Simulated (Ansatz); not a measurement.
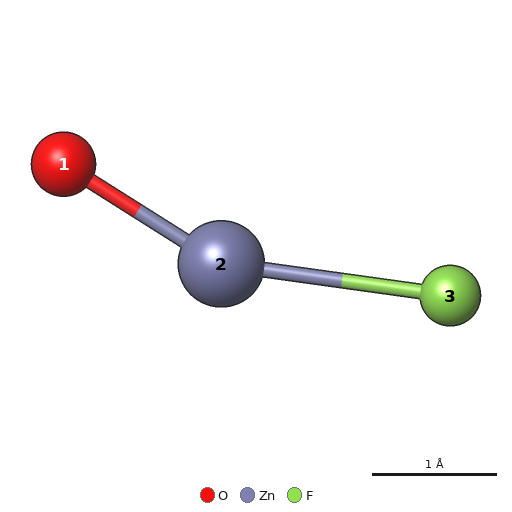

The picture comes from a calculation with Ansatz.

Orthographic view. Atoms fade into the background with distance from the viewer. Charge −1, singlet. Geometry: atoms displaced at random (about 0.07 Å) from a stationary point of GFN2-xTB.

Give the geometry as a Z-matrix, atoms in numerical order, with these reference atoms: 2 to 1; 3 to 2, 1.

```
O  
Zn   1   1.512
F    2   1.873   1   155.6
```
